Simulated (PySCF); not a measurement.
**Single-point calculation, with input and output: WOF3**

- system: WOF3 (W(O)(F)3), multiplicity 2
- method: UKS r2SCAN, W def2-SVP with ECP60, O def2-SVP, F def2-SVP; non-relativistic Hamiltonian with a scalar-relativistic core potential; density fitting (PySCF 2.14.0)

It belongs to a series of runs on one base structure; here: finer grid at the relaxed geometry.

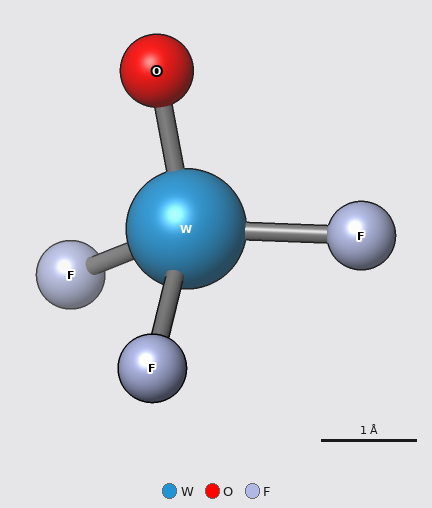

The structure as given in the input (ball-and-stick view, seen at a tilt). Sticks mark near contacts. Bond lengths as drawn: F–W 1.85 to 1.88 Å and O–W 1.70 Å.

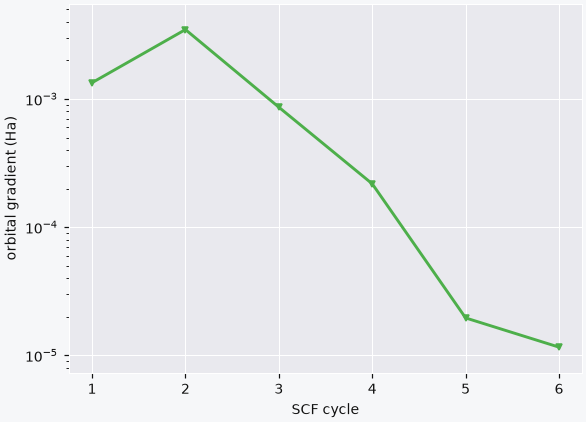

Convergence of the self-consistent field: orbital gradient against the SCF cycle. The residual comes down, with one marked jump up, by a factor of about 2.5, at step 2.

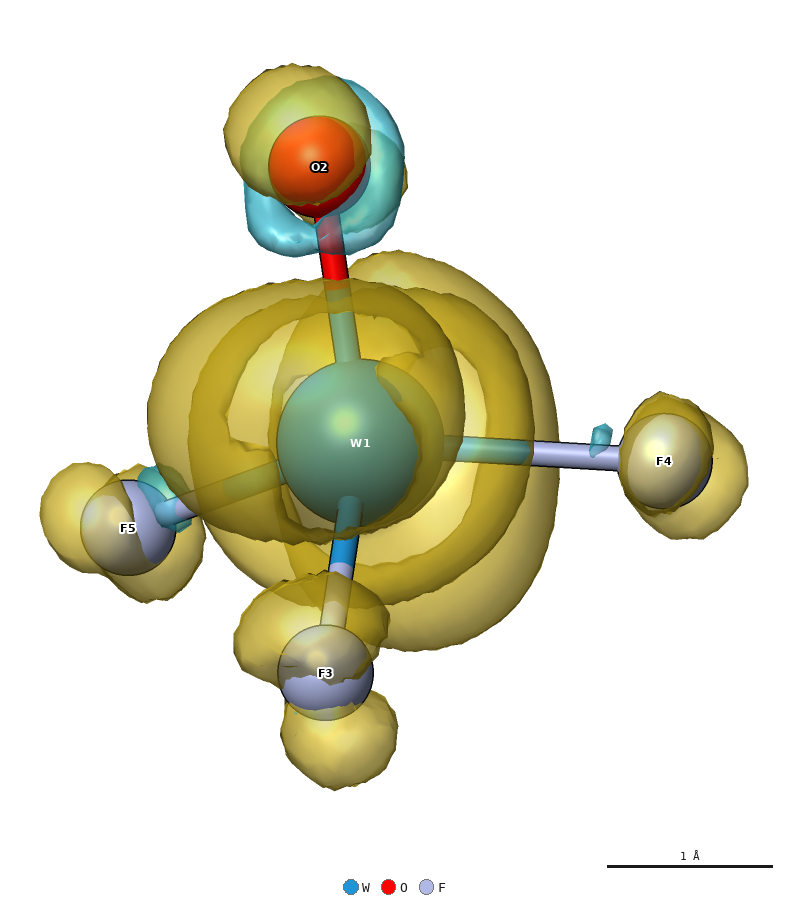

Isosurfaces of the spin density (α minus β) at +0.02 (yellow) and −0.02 e/Å³ (cyan), seen at a tilt. The unpaired spin (1 electron) lies mostly on W1 (about 0.8), in electrons by Hirshfeld's partition.

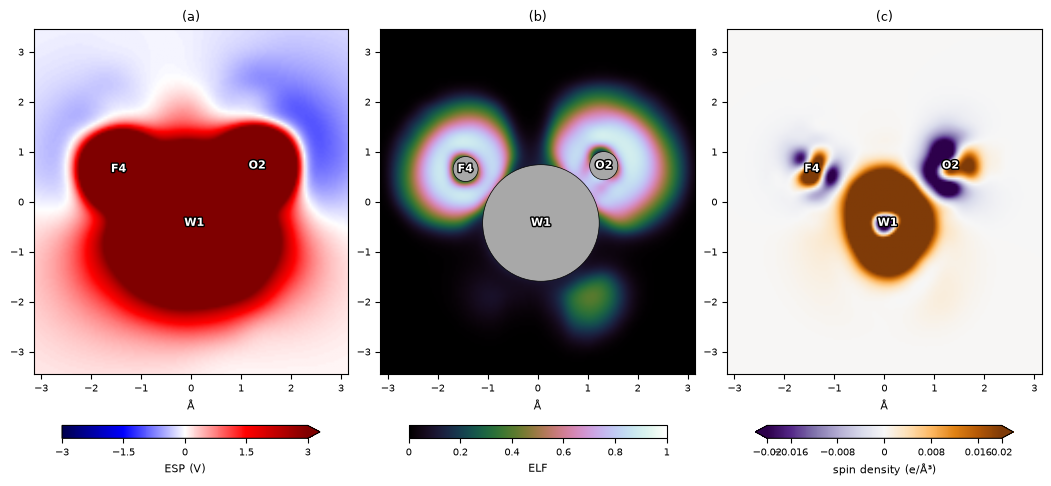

(a) molecular electrostatic potential; (b) electron localisation function; (c) spin density (α minus β) on the plane of atoms O2, W1 and F4. Grey discs, where drawn, cover atomic cores. Atoms in the plane: W, O and F. W–O (1.70 Å): the ELF is about 0.40 at the midpoint. W–F (1.85 Å): the ELF peaks at about 0.80 in the valence shell of F, 0.5 Å from its nucleus, and drops to about 0.25 between the two atoms. The unpaired spin (1 electron) lies mostly on W1 (about 0.8), in electrons by Hirshfeld's partition.

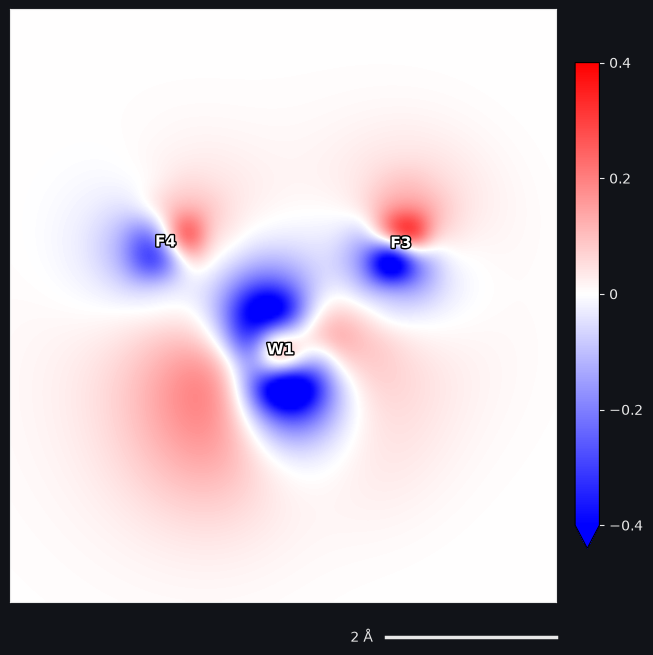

The HOMO (α) on the plane of atoms F3, W1 and F4 (values in Å⁻³ᐟ²; the overall sign is arbitrary). It lies mainly on W1 (70 %) and O2 (10 %). Its energy is −6.13 eV.

The input and output of the run follow.

**Input file**
```python
mol = gto.M(atom='''
W     -0.04624     0.09472    -0.05111
O      1.05239     1.17007     0.67828
F     -1.25259    -1.15750     0.67366
F      1.08815    -1.16887    -0.79593
F     -1.35187     1.25240    -0.67973''',
    basis={'W': 'def2-SVP', 'O': 'def2-SVP', 'F': 'def2-SVP'},
    ecp={'W': 'def2-SVP'},
    charge=0, spin=1)
mf = dft.UKS(mol, xc='R2SCAN')
mf.grids.atom_grid = (75, 302)  # f atoms: at least (60, 302), unpruned
mf = mf.density_fit()  # W def2-universal-JKFIT, O def2-universal-JKFIT, F def2-universal-JKFIT
mf.conv_tol = 1e-09; mf.max_cycle = 55
mf.kernel(dm0)
```

The script is an equivalent of the set-up of the self-consistent field. The run itself was carried out by a driver, which started from the orbitals of the step before it where there was one and computed the further properties.

Launch command:
```bash
OMP_NUM_THREADS=2 python <driver script>
```

**The program's output**
```
init E= -441.613933730013
  HOMO = -0.225195153273  LUMO = -0.143687276368  gap/eV = 2.21794
cycle= 1 E= -441.613934361566  delta_E= -6.32e-07  |g|= 0.00134  |ddm|= 0.00359
  HOMO = -0.225120717767  LUMO = -0.143635221218  gap/eV = 2.21733
cycle= 2 E= -441.613930365675  delta_E= 4e-06  |g|= 0.00348  |ddm|= 0.00312
  HOMO = -0.225095627339  LUMO = -0.143609889293  gap/eV = 2.21734
cycle= 3 E= -441.61393468422  delta_E= -4.32e-06  |g|= 0.000863  |ddm|= 0.00267
  HOMO = -0.225091609034  LUMO = -0.143599187559  gap/eV = 2.21752
cycle= 4 E= -441.613934958543  delta_E= -2.74e-07  |g|= 0.000218  |ddm|= 0.000655
  HOMO = -0.225122204737  LUMO = -0.143631532885  gap/eV = 2.21747
cycle= 5 E= -441.613934979716  delta_E= -2.12e-08  |g|= 1.96e-05  |ddm|= 0.000207
  HOMO = -0.225120153466  LUMO = -0.143629592079  gap/eV = 2.21747
cycle= 6 E= -441.613934979872  delta_E= -1.56e-10  |g|= 1.16e-05  |ddm|= 3.1e-05
  HOMO = -0.225120010148  LUMO = -0.143629640073  gap/eV = 2.21747
Extra cycle  E= -441.613934979647  delta_E= 2.25e-10  |g|= 2.76e-05  |ddm|= 2.92e-05
converged SCF energy = -441.613934979647  <S^2> = 0.7526237  2S+1 = 2.002622
```

**Summary**

```json
{"quantity": "outcome", "value": "converged"}
{"quantity": "total energy", "value": "−441.613935 hartree"}
{"quantity": "⟨S²⟩", "value": "0.753"}
{"quantity": "largest force (length of the vector)", "value": "0.048 eV/Å"}
{"quantity": "dipole moment", "value": "0.69 D"}
{"quantity": "hardware", "value": "2 threads of Arm Neoverse V1, 24 GiB of memory available, shared host"}
{"quantity": "wall time", "value": "27 s (CPU time 55 s)"}
{"quantity": "peak memory", "value": "1 GiB"}
```
